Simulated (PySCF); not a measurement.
# C₃H₆BNO₂: electronic excitations and core binding energies

What electronic excitations and core binding energies should C₃H₆BNO₂ (`COB1N=CCO1`) show?

Programs: PySCF 2.14.0, with density-fitted response routines of our own. Each step states its level of theory. These are calculated values for one molecule in the gas phase, unless marked as measured. Atoms count from 0, in the outputs and in this text.

## (1) The molecule as given

13 atoms, charge 0, multiplicity 1; geometry from: GFN2-xTB.

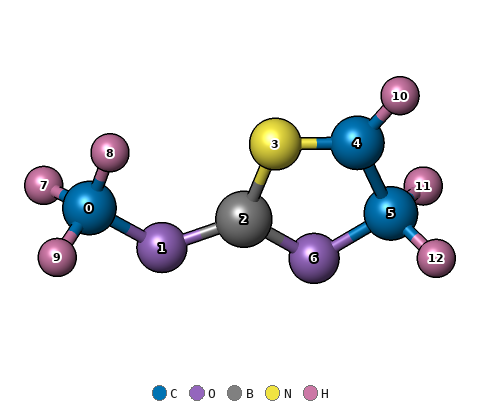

The starting geometry (carbon blue, oxygen purple, boron grey, nitrogen yellow, hydrogen pink), atoms numbered; sticks join atoms by distance.

## (2) Ultraviolet spectrum: CAM-B3LYP/def2-SVPD

What the job is given:

```
{"job": {"kind": "uv", "xc": "CAM-B3LYP", "basis": "def2-SVPD", "nstates": 8, "ntriplets": 3}, "charge": 0, "multiplicity": 1}
C      2.520043     0.134425    -0.237577
O      1.424421    -0.630414    -0.693542
B      0.163404    -0.327187    -0.396007
N     -0.341714     0.813738     0.435284
C     -1.595604     0.685277     0.431114
C     -2.086725    -0.499448    -0.362692
O     -0.899026    -1.077857    -0.847095
H      3.172722    -0.516471     0.348065
H      2.189234     0.974850     0.374240
H      3.066765     0.503413    -1.107952
H     -2.262548     1.358993     0.948385
H     -2.628461    -1.219010     0.261010
H     -2.726899    -0.199822    -1.199695
```

With the program's defaults for keys left out, this is: TDDFT CAM-B3LYP/def2-SVPD, vertical, gas phase, core orbitals frozen in the response.

Started as:

```sh
$ OMP_NUM_THREADS=1 python probes_run.py task.json out
```

One launch serves the whole session: the jobs run in the order shown.

Log:

```text
coarse grid: 11304 points
cycle   1  E = -347.4592671803  dE =  1.319e+00  |g| = 8.609e-01  |ddm| = 5.964e+00
cycle   2  E = -347.3541852336  dE =  1.051e-01  |g| = 1.172e+00  |ddm| = 3.755e+00
cycle   3  E = -347.6108511788  dE = -2.567e-01  |g| = 5.854e-02  |ddm| = 2.038e+00
cycle   4  E = -347.6114466180  dE = -5.954e-04  |g| = 4.090e-02  |ddm| = 1.487e-01
cycle   5  E = -347.6117950757  dE = -3.485e-04  |g| = 1.205e-02  |ddm| = 1.009e-01
cycle   6  E = -347.6118250228  dE = -2.995e-05  |g| = 3.850e-03  |ddm| = 3.277e-02
cycle   7  E = -347.6118285953  dE = -3.573e-06  |g| = 7.648e-04  |ddm| = 1.165e-02
final grid: 110472 points
cycle   8  E = -347.6829202617  dE = -3.902e-05  |g| = 3.694e-03  |ddm| = 7.573e-02
cycle   9  E = -347.6829206439  dE = -3.822e-07  |g| = 3.719e-03  |ddm| = 1.712e-02
cycle  10  E = -347.6829234931  dE = -2.849e-06  |g| = 5.726e-04  |ddm| = 7.187e-03
cycle  11  E = -347.6829235518  dE = -5.871e-08  |g| = 2.326e-04  |ddm| = 1.364e-03
cycle  12  E = -347.6829235636  dE = -1.172e-08  |g| = 4.603e-05  |ddm| = 4.435e-04
cycle  13  E = -347.6829235640  dE = -4.176e-10  |g| = 1.726e-05  |ddm| = 1.212e-04
converged SCF energy = -347.6829235640

Static polarisability (au): isotropic 59.948, principal 44.804 54.759 80.282

Singlet excitations
state   eV       nm        f      main configurations
  1   4.6359    267.4   0.00115   H->L 0.98
  2   6.9309    178.9   0.09998   H-1->L 0.90
  3   7.1367    173.7   0.05034   H->L+1 0.89
  4   7.5592    164.0   0.00072   H-4->L 0.57, H-3->L 0.39
  5   7.8261    158.4   0.20386   H-2->L 0.89
  6   7.8572    157.8   0.00063   H-1->L+1 0.87
  7   7.9411    156.1   0.00014   H-3->L 0.49, H-4->L 0.39
  8   7.9786    155.4   0.02428   H->L+2 0.76, H->L+3 0.17

Triplet excitations (Tamm-Dancoff, eV): 4.0469 5.1629 6.3395
```

Run time: 61 s. Hardware: 1 thread of Arm Neoverse N1, shared host; peak memory 0.85 GiB.

Frontier orbitals and where they lie:

```csv
orbital,eV,atoms
HOMO−3,-10.94,"O1 49 %, C0 16 %, H8 10 %"
HOMO−2,-10.85,"N3 32 %, O6 26 %, C4 25 %"
HOMO−1,-9.82,"O1 35 %, O6 26 %, C0 9 %"
HOMO,-9.04,"N3 59 %, C4 12 %, B2 8 %"
LUMO,0.22,"C4 36 %, N3 27 %, B2 10 %"
LUMO+1,1.01,"B2 49 %, C4 10 %, C5 9 %"
LUMO+2,1.62,"C5 15 %, H10 12 %, C4 12 %"
```

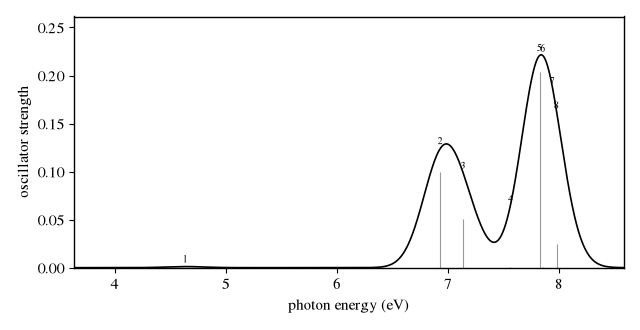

Absorption spectrum from the 8 singlet states computed; above the last one it falls off for lack of states. Lines are broadened to a width of 0.40 eV (Gaussian).

Further results of this job:

```csv
property,computed
dipole moment (D),1.81
polarisability (Å³),8.88
HOMO–LUMO gap (eV),9.27
−ε(HOMO) (eV),9.04
```

## (3) X-ray photoelectron lines: SCAN, X2C

The job, as its differences from that of step 2:

```diff
@@ -1,2 +1,2 @@
-{"job": {"kind": "uv", "xc": "CAM-B3LYP", "basis": "def2-SVPD", "nstates": 8, "ntriplets": 3}, "charge": 0, "multiplicity": 1}
+{"job": {"kind": "xps"}, "charge": 0, "multiplicity": 1}
 C      2.520043     0.134425    -0.237577
```

Level: delta-SCF UKS SCAN, pcX-2 on the ionised atom, pcseg-1 elsewhere, spin-free X2C.

Log:

```text
ground state, core basis on atom 0 (C), 159 functions
  cycle   1  E = -347.91365655  |g| = 8.11e-01
  cycle   2  E = -347.57308870  |g| = 1.50e+00
  cycle   3  E = -348.03428149  |g| = 1.92e-01
  cycle   4  E = -348.04243628  |g| = 8.11e-02
  cycle   5  E = -348.04367037  |g| = 3.97e-02
  cycle   6  E = -348.04401128  |g| = 7.14e-03
  cycle   7  E = -348.04402148  |g| = 1.68e-03
  cycle   8  E = -348.04402361  |g| = 1.03e-03
  cycle   9  E = -348.04402270  |g| = 3.26e-04
  E(ground) = -348.06167224 Eh
hole in C 1s of atom 0
  cycle   1  E = -336.75401377  |g| = 1.50e+00
  cycle   2  E = -334.17484708  |g| = 2.40e+00
  cycle   3  E = -336.47853663  |g| = 1.32e+00
  cycle   4  E = -337.23325996  |g| = 4.10e-01
  cycle   5  E = -337.28337621  |g| = 2.09e-01
  cycle   6  E = -337.29484728  |g| = 1.05e-01
  cycle   7  E = -337.29948483  |g| = 3.13e-02
  cycle   8  E = -337.29992579  |g| = 1.17e-02
  cycle   9  E = -337.29999696  |g| = 3.43e-03
  cycle  10  E = -337.30000220  |g| = 2.52e-03
  cycle  11  E = -337.30000666  |g| = 1.38e-03
  cycle  12  E = -337.30000701  |g| = 4.99e-04
  E(ion) = -337.31732104 Eh   <S^2> = 0.7717   hole on atom = 1.000   binding energy = 292.369 eV
ground state, core basis on atom 1 (O), 159 functions
  cycle   1  E = -348.07191530  |g| = 1.00e-01
  cycle   2  E = -348.07089765  |g| = 8.78e-02
  cycle   3  E = -348.07170681  |g| = 5.84e-02
  cycle   4  E = -348.07228982  |g| = 7.95e-03
  cycle   5  E = -348.07230552  |g| = 1.72e-03
  cycle   6  E = -348.07230503  |g| = 5.15e-04
  cycle   7  E = -348.07230533  |g| = 1.74e-04
  E(ground) = -348.08856627 Eh
hole in O 1s of atom 1
  cycle   1  E = -327.45846224  |g| = 2.23e+00
  cycle   2  E = -326.89934360  |g| = 2.25e+00
  cycle   3  E = -328.19395989  |g| = 4.74e-01
  cycle   4  E = -328.23185176  |g| = 3.24e-01
  cycle   5  E = -328.27420031  |g| = 9.90e-02
  cycle   6  E = -328.27735961  |g| = 4.14e-02
  cycle   7  E = -328.27814122  |g| = 6.38e-03
  cycle   8  E = -328.27814730  |g| = 5.39e-03
  cycle   9  E = -328.27815986  |g| = 1.70e-03
  cycle  10  E = -328.27816065  |g| = 6.10e-04
  cycle  11  E = -328.27815993  |g| = 1.79e-04
  E(ion) = -328.29471250 Eh   <S^2> = 0.7614   hole on atom = 1.000   binding energy = 538.618 eV
ground state, core basis on atom 2 (B), 159 functions
  cycle   1  E = -348.04117849  |g| = 9.87e-02
  cycle   2  E = -348.03817790  |g| = 1.56e-01
  cycle   3  E = -348.04256220  |g| = 1.96e-02
  cycle   4  E = -348.04261383  |g| = 1.11e-02
  cycle   5  E = -348.04263964  |g| = 2.77e-03
  cycle   6  E = -348.04263846  |g| = 6.56e-04
  cycle   7  E = -348.04263801  |g| = 2.71e-04
  E(ground) = -348.06165701 Eh
hole in B 1s of atom 2
  cycle   1  E = -340.40106602  |g| = 1.19e+00
  cycle   2  E = -339.44624563  |g| = 1.79e+00
  cycle   3  E = -340.72575833  |g| = 3.78e-01
  cycle   4  E = -340.78000461  |g| = 1.93e-01
  cycle   5  E = -340.79297921  |g| = 9.07e-02
  cycle   6  E = -340.79634780  |g| = 2.67e-02
  cycle   7  E = -340.79659487  |g| = 1.62e-02
  cycle   8  E = -340.79667895  |g| = 9.42e-03
  cycle   9  E = -340.79672280  |g| = 2.07e-03
  cycle  10  E = -340.79672871  |g| = 1.47e-03
  cycle  11  E = -340.79673185  |g| = 6.88e-04
  cycle  12  E = -340.79673235  |g| = 3.68e-04
  E(ion) = -340.81459223 Eh   <S^2> = 0.7781   hole on atom = 1.000   binding energy = 197.203 eV
ground state, core basis on atom 3 (N), 159 functions
  cycle   1  E = -348.05519992  |g| = 7.42e-02
  cycle   2  E = -348.05501397  |g| = 3.42e-02
  cycle   3  E = -348.05459740  |g| = 5.47e-02
  cycle   4  E = -348.05526818  |g| = 4.73e-03
  cycle   5  E = -348.05527103  |g| = 1.15e-03
  cycle   6  E = -348.05527185  |g| = 2.21e-04
  E(ground) = -348.07225682 Eh
hole in N 1s of atom 3
  cycle   1  E = -332.48986433  |g| = 1.86e+00
  cycle   2  E = -330.65000025  |g| = 2.50e+00
  cycle   3  E = -332.78882432  |g| = 9.45e-01
  cycle   4  E = -333.13240929  |g| = 4.21e-01
  cycle   5  E = -333.18881303  |g| = 1.45e-01
  cycle   6  E = -333.19629915  |g| = 3.88e-02
  cycle   7  E = -333.19692974  |g| = 1.26e-02
  cycle   8  E = -333.19697782  |g| = 8.41e-03
  cycle   9  E = -333.19700815  |g| = 2.68e-03
  cycle  10  E = -333.19701212  |g| = 1.35e-03
  cycle  11  E = -333.19701372  |g| = 5.65e-04
  cycle  12  E = -333.19701424  |g| = 2.48e-04
  E(ion) = -333.21294296 Eh   <S^2> = 0.7760   hole on atom = 1.000   binding energy = 404.343 eV
ground state, core basis on atom 4 (C), 159 functions
  cycle   1  E = -348.04581408  |g| = 5.82e-02
  cycle   2  E = -348.04564046  |g| = 3.31e-02
  cycle   3  E = -348.04544226  |g| = 4.39e-02
  cycle   4  E = -348.04588438  |g| = 5.45e-03
  cycle   5  E = -348.04589155  |g| = 5.23e-04
  cycle   6  E = -348.04589271  |g| = 2.05e-04
  E(ground) = -348.06470230 Eh
hole in C 1s of atom 4
  cycle   1  E = -336.74460869  |g| = 1.51e+00
  cycle   2  E = -334.45653457  |g| = 2.40e+00
  cycle   3  E = -336.97618359  |g| = 8.45e-01
  cycle   4  E = -337.23177387  |g| = 4.43e-01
  cycle   5  E = -337.28831961  |g| = 2.31e-01
  cycle   6  E = -337.30851356  |g| = 9.17e-02
  cycle   7  E = -337.31211464  |g| = 3.88e-02
  cycle   8  E = -337.31280748  |g| = 1.71e-02
  cycle   9  E = -337.31299107  |g| = 8.64e-03
  cycle  10  E = -337.31309126  |g| = 5.20e-03
  cycle  11  E = -337.31316347  |g| = 3.46e-03
  cycle  12  E = -337.31319634  |g| = 1.95e-03
  cycle  13  E = -337.31320203  |g| = 8.51e-04
  cycle  14  E = -337.31320251  |g| = 1.92e-04
  E(ion) = -337.33027718 Eh   <S^2> = 0.8291   hole on atom = 1.000   binding energy = 292.099 eV
ground state, core basis on atom 5 (C), 159 functions
  cycle   1  E = -348.04587973  |g| = 5.97e-02
  cycle   2  E = -348.04566425  |g| = 3.77e-02
  cycle   3  E = -348.04559739  |g| = 4.13e-02
  cycle   4  E = -348.04598978  |g| = 8.73e-03
  cycle   5  E = -348.04600753  |g| = 1.02e-03
  cycle   6  E = -348.04600907  |g| = 4.79e-04
  E(ground) = -348.06375095 Eh
hole in C 1s of atom 5
  cycle   1  E = -336.73572669  |g| = 1.51e+00
  cycle   2  E = -333.29985728  |g| = 2.76e+00
  cycle   3  E = -336.76991471  |g| = 1.07e+00
  cycle   4  E = -337.20781650  |g| = 4.66e-01
  cycle   5  E = -337.28417387  |g| = 1.47e-01
  cycle   6  E = -337.28915968  |g| = 9.16e-02
  cycle   7  E = -337.29240792  |g| = 2.73e-02
  cycle   8  E = -337.29268619  |g| = 1.03e-02
  cycle   9  E = -337.29273103  |g| = 5.99e-03
  cycle  10  E = -337.29274981  |g| = 1.99e-03
  cycle  11  E = -337.29275454  |g| = 9.00e-04
  cycle  12  E = -337.29275327  |g| = 4.53e-04
  E(ion) = -337.30905066 Eh   <S^2> = 0.7722   hole on atom = 1.000   binding energy = 292.650 eV
ground state, core basis on atom 6 (O), 159 functions
  cycle   1  E = -348.07286664  |g| = 9.93e-02
  cycle   2  E = -348.07192857  |g| = 8.36e-02
  cycle   3  E = -348.07255294  |g| = 6.05e-02
  cycle   4  E = -348.07318776  |g| = 6.04e-03
  cycle   5  E = -348.07319618  |g| = 1.42e-03
  cycle   6  E = -348.07319751  |g| = 4.92e-04
  E(ground) = -348.08866093 Eh
hole in O 1s of atom 6
  cycle   1  E = -327.46168928  |g| = 2.23e+00
  cycle   2  E = -326.88735793  |g| = 2.28e+00
  cycle   3  E = -328.19010825  |g| = 5.07e-01
  cycle   4  E = -328.21967680  |g| = 3.84e-01
  cycle   5  E = -328.27630107  |g| = 1.05e-01
  cycle   6  E = -328.28056473  |g| = 3.65e-02
  cycle   7  E = -328.28124040  |g| = 8.96e-03
  cycle   8  E = -328.28125344  |g| = 6.96e-03
  cycle   9  E = -328.28127481  |g| = 1.36e-03
  cycle  10  E = -328.28127582  |g| = 5.30e-04
  cycle  11  E = -328.28127612  |g| = 1.40e-04
  E(ion) = -328.29660414 Eh   <S^2> = 0.7619   hole on atom = 1.000   binding energy = 538.569 eV
```

It took 2.8 min on 1 thread of Arm Neoverse N1, shared host; peak memory 0.58 GiB.

Binding energies by hole, beside the orbital energy of the ground state; the difference holds orbital relaxation and, for a density functional, its self-interaction error:

```csv
hole,stands for,environment,ΔSCF (eV),−ε (eV),⟨S²⟩
C1s on C0,C0,methyl carbon bonded to O,292.37,274.9,0.772
O1s on O1,O1,"oxygen bonded to C, B",538.62,516.9,0.761
B1s on B2,B2,"boron bonded to N, 2 O, in a 5-membered ring",197.20,181.0,0.778
N1s on N3,N3,imine nitrogen,404.34,385.4,0.776
C1s on C4,C4,C=N carbon,292.10,275.2,0.829
C1s on C5,C5,sp3 CH2 bonded to O,292.65,275.4,0.772
O1s on O6,O6,"oxygen bonded to C, B, in a 5-membered ring",538.57,516.9,0.762
```

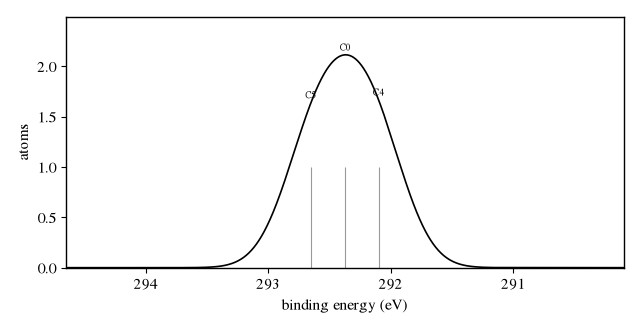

The C1s photoelectron lines, weighted by the number of atoms. Lines are broadened to a width of 0.60 eV (Gaussian).

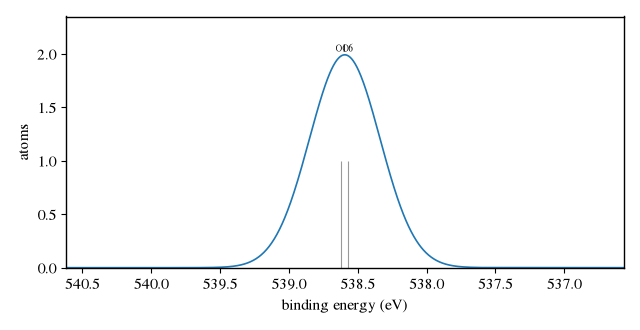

The O1s photoelectron lines, weighted by the number of atoms. Lines are broadened to a width of 0.60 eV (Gaussian).

## (4) Results

| quantity | value |
| --- | --- |
| lowest singlet (CAM-B3LYP/def2-SVPD) | 4.64 eV (267 nm), f = 0.001 |
| brightest single state of those computed | state 5, 7.83 eV, f = 0.204 |
| lowest triplet | 4.05 eV |
| C1s binding energies, SCAN/pcX-2 | C5 292.65, C0 292.37, C4 292.10 eV |
| O1s binding energies, SCAN/pcX-2 | O1 538.62, O6 538.57 eV |
| B1s binding energies, SCAN/pcX-2 | B2 197.20 eV |
| N1s binding energies, SCAN/pcX-2 | N3 404.34 eV |

**Reading.** The first singlet state (HOMO→LUMO 0.98) lies at 4.64 eV and is weak; of the 8 states computed, the strongest absorption comes from state 5 at 7.83 eV. The lowest triplet lies 0.59 eV below the lowest singlet (triplets in Tamm-Dancoff, singlets in full TDDFT). The C1s levels kept as sound span 0.55 eV, from C4 (C=N carbon) up to C5 (sp3 CH2 bonded to O). The O1s levels computed lie within 0.05 eV of one another, too close to rank.
